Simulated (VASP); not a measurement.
# Gap of WS2 (Tungstenite), level by level, part 6 of 6

How does the gap of WS2 (Tungstenite) depend on the functional? The start is a cell from a database of measured crystal structures.

VASP 6.6.1, plane waves and PAW; the level of theory is named at each step.

So far, least gap on mesh and path (eV): step 2 (bands, level LDA, k 5×5×2) 0.913; step 10 (bands, level HSE06, k 5×5×2) 1.62; step 11 (bands, level r2SCAN0, k 5×5×2) 2.39; step 12 (bands, level B3LYP, k 5×5×2) 2.08; step 13 (bands, level PBE + SOC) 0.949.

**14. Bands with TB-mBJ + SOC (continued)**

Level of this step: TB-mBJ, spin-orbit coupling; plane waves and PAW (W, S) (VASP).

Numbers of over 12 decimals in the logs are rounded to 6 here.

OUTCAR, selected parts (step 14):

```text
  Total       55.2508909     55.2508909     45.3031388      0.0000000      0.0000000      0.0000000
  in kB      834.2567938    834.2567938    684.0514371      0.0000000      0.0000000      0.0000000
  external PRESSURE =     784.1883416 kB  Pullay stress =       0.0000000 kB

 POSITION                                       TOTAL-FORCE (eV/Angst)
 -----------------------------------------------------------------------------------
     -0.00000      1.82050      3.08075        -0.000000     -0.000000      0.000000
      1.57660      0.91025      9.24225        -0.000000     -0.000000      0.000000
     -0.00000      1.82050      7.67107         0.000000     -0.000000      1.220442
      1.57660      0.91025      1.50957        -0.000000      0.000000      1.220442
     -0.00000      1.82050     10.81343         0.000000     -0.000000     -1.220442
      1.57660      0.91025      4.65193        -0.000000      0.000000     -1.220442
 -----------------------------------------------------------------------------------
    total drift:                               -0.000000      0.000000     -0.000000

  FREE ENERGIE OF THE ION-ELECTRON SYSTEM (eV)
  ---------------------------------------------------
  free  energy   TOTEN  =      1779.4816275588 eV

  energy  without entropy=     1779.4816275588  energy(sigma->0) =     1779.48162756

 magnetization (x)
# of ion       s       p       d       tot
------------------------------------------
    1        0.000  -0.000  -0.000  -0.000
    2        0.000   0.000  -0.000  -0.000
    3       -0.000   0.000   0.000  -0.000
    4        0.000   0.000   0.000   0.000
    5        0.000   0.000   0.000   0.000
    6        0.000   0.000   0.000   0.000
--------------------------------------------------
tot          0.000  -0.000  -0.000   0.000

 magnetization (y)
# of ion       s       p       d       tot
------------------------------------------
    1       -0.000   0.000   0.000   0.000
    2       -0.000   0.000   0.000   0.000
    3       -0.000   0.000   0.000  -0.000
    4       -0.000   0.000   0.000  -0.000
    5        0.000   0.000   0.000   0.000
    6        0.000   0.000   0.000   0.000
--------------------------------------------------
tot         -0.000   0.000   0.000  -0.000

[... 3 parts as in an earlier step ...]

[... 1 further part left out ...]
[key lines of the parts left out:]
E-fermi :   6.5703
```

Electronic bands along the path, in eV, zero at the valence-band top; v1 is the highest filled band, c1 the lowest empty one:

```
    point     v4     v3     v2     v1    c1    c2    c3    c4
        Γ  -1.07  -1.07   0.00   0.00  2.27  2.27  2.41  2.41
        M  -1.60  -1.60  -1.47  -1.47  2.31  2.31  2.36  2.36
        K  -0.81  -0.81  -0.35  -0.35  1.41  1.41  1.44  1.44
        Γ  -1.07  -1.07   0.00   0.00  2.27  2.27  2.41  2.41
        A  -0.32  -0.32  -0.32  -0.32  2.34  2.34  2.34  2.34
        L  -1.53  -1.53  -1.53  -1.53  2.34  2.34  2.34  2.34
        H  -0.81  -0.81  -0.38  -0.38  1.41  1.41  1.44  1.44
        A  -0.32  -0.32  -0.32  -0.32  2.34  2.34  2.34  2.34
jump to L  -1.53  -1.53  -1.53  -1.53  2.34  2.34  2.34  2.34
        M  -1.60  -1.60  -1.47  -1.47  2.31  2.31  2.36  2.36
jump to K  -0.81  -0.81  -0.35  -0.35  1.41  1.41  1.44  1.44
        H  -0.81  -0.81  -0.38  -0.38  1.41  1.41  1.44  1.44
```

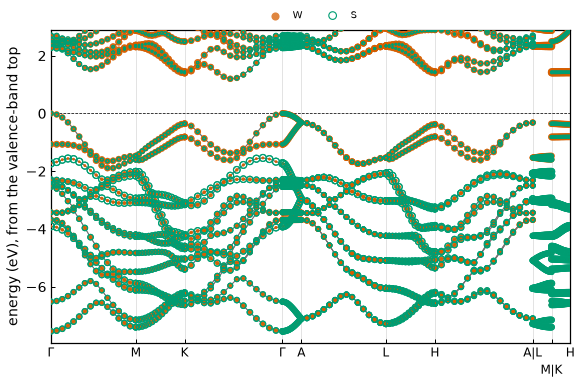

Electronic bands along the path; dots are coloured as in the legend, and their area grows with the weight.

The gap is 1.20 eV, indirect, from Γ to a point between the labelled ones. Against TB-mBJ that is -0.05 eV, on another mesh; this run took 4.8 times the core time.

**15. The ladder as a table**

This step: ladder of functionals on one cell; plane waves and PAW (VASP 6.6.1).

Derived from the runs above.

A gap of 0 means none; cost is the wall time of each run, as given at its step, times its ranks, without the set-up around it. Results by level, by row:

```
       level  gap (eV)  least direct gap (eV)  pressure (GPa)  cost (core minutes)
         LDA     0.913                   1.83           -3.21                    6
      PBEsol     0.949                  1.822           -1.28                 6.53
         PBE     0.995                  1.832            3.69                 6.67
      r2SCAN     1.098                  1.969             1.6                 17.9
      TB-mBJ     1.252                  1.967               -                 11.7
        BLYP     1.009                   1.86           12.04                 7.87
        AM05     0.984                  1.818           -1.82                 6.67
       HSE06     1.618                  2.317               -                  123
     r2SCAN0      2.39                  2.901               -                  139
       B3LYP     2.081                  2.657               -                  140
   PBE + SOC     0.949                  1.636            3.65                 32.4
TB-mBJ + SOC     1.199                  1.762               -                 56.3
```

**16. What came out**

```
gap, LDA          : 0.913 eV
gap, PBEsol       : 0.949 eV
gap, PBE          : 0.995 eV
gap, r2SCAN       : 1.10 eV
gap, TB-mBJ       : 1.25 eV
gap, BLYP         : 1.01 eV
gap, AM05         : 0.984 eV
gap, HSE06        : 1.62 eV
gap, r2SCAN0      : 2.39 eV
gap, B3LYP        : 2.08 eV
gap, PBE + SOC    : 0.949 eV
gap, TB-mBJ + SOC : 1.20 eV
```

In words: For WS2 (Tungstenite), without spin-orbit coupling, the functional decides between a gap of 0.913 eV (LDA) and 2.39 eV (r2SCAN0), while across these levels the cost spans a factor of 23. HSE06 moves the gap by +0.62 eV from PBE, at about 19 times the core time, though on fewer points of the path. On r2SCAN the gap grows with the share of exact exchange: 1.10 eV at none, 2.39 eV at 0.25. Spin-orbit coupling changes the PBE gap by -0.05 eV (the two runs use different meshes). Adding the spin-orbit shift of PBE (-0.05 eV) to levels run without it gives estimates of 1.57 eV for HSE06, 2.34 eV for r2SCAN0 and 2.03 eV for B3LYP; the shift need not carry over unchanged. TB-mBJ lands -0.37 eV from HSE06 at 9.5 % of its cost. All levels use one geometry, and one mesh but for spin-orbit runs, kept coarse to afford the hybrids, so no gap here is fully converged. Costs come from a shared host, and the hybrids use PRECFOCK = Fast. These are single-particle gaps of a static lattice, without excitons or temperature.

[Lines on the potential files, build, host, timing and source positions are cut from VASP's logs without a mark.]

[Logs are printed without paths, hosts, clocks, repeated set-up lines and the standing remarks that a program may print on its own settings, such as how far it seeks lower states.]

[Hosts, paths, dates, database ids (printed as entryN), source tags and the programs' standing remarks are cut or masked in the printed files.]

[A measured line is paired with the nearest computed mode of its activity, which favours agreement.]
